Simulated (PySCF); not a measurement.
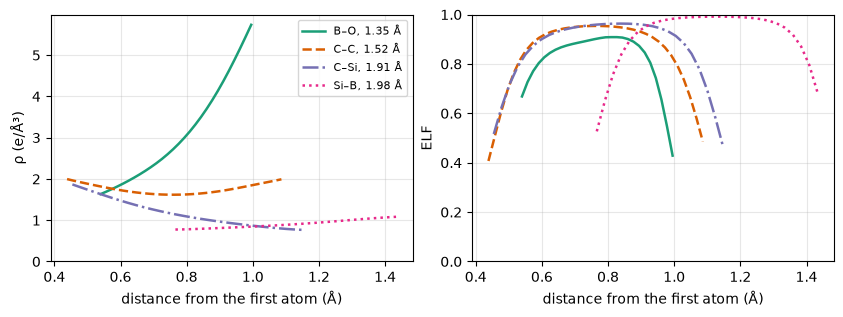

Figure 1: C$_{3}$H$_{11}$BO$_{2}$Si (SMILES CC(C)[SiH2]B(O)O). Electron density and electron localisation function along straight lines between neighbouring atoms. The curves leave out the atomic cores.

Geometry: GFN2-xTB.

Computed with PySCF, PBE0/pcSseg-1, SCF density, gas phase, non-relativistic.

Input

```
{"job": {"kind": "nmr", "xc": "PBE0", "basis": "pcSseg-1"}, "charge": 0, "multiplicity": 1}
C     -1.066424     0.657195    -1.301277
C     -0.915531    -0.428775    -0.238254
C     -2.238459    -0.647764     0.487869
Si     0.505886     0.001454     0.968700
B      2.280168     0.135177     0.107721
O      3.472991     0.125684     0.773155
O      2.356913     0.252768    -1.234326
H     -1.339760     1.605906    -0.842520
H     -0.132499     0.791803    -1.841648
H     -1.844033     0.392656    -2.017856
H     -0.660718    -1.361355    -0.755452
H     -2.148873    -1.448061     1.218108
H     -3.028420    -0.911948    -0.215067
H     -2.537742     0.256800     1.012218
H      0.106122     1.238847     1.676869
H      0.479146    -1.012805     2.051597
H      3.453931     0.041888     1.723847
H      3.248541     0.316848    -1.585342
```

Launched as:

```sh
OMP_NUM_THREADS=1 python probes_run.py task.json out
```

**What kind of bonding do the profiles show?**

B–O (1.35 Å): ρ is about 2.2 e/Å³ halfway; the ELF peaks at about 0.90 between the atoms: a short, strongly polar bond.
C–C (1.52 Å): ρ is about 1.6 e/Å³ halfway; the ELF peaks at about 0.95 between the atoms (localised, covalent bonding).
C–Si (1.91 Å): ρ is about 0.91 e/Å³ halfway; the ELF peaks at about 0.95 between the atoms; a shared electron pair.
Si–B (1.98 Å): ρ is about 0.84 e/Å³ halfway; the ELF peaks at about 1 between the atoms: a shared electron pair.
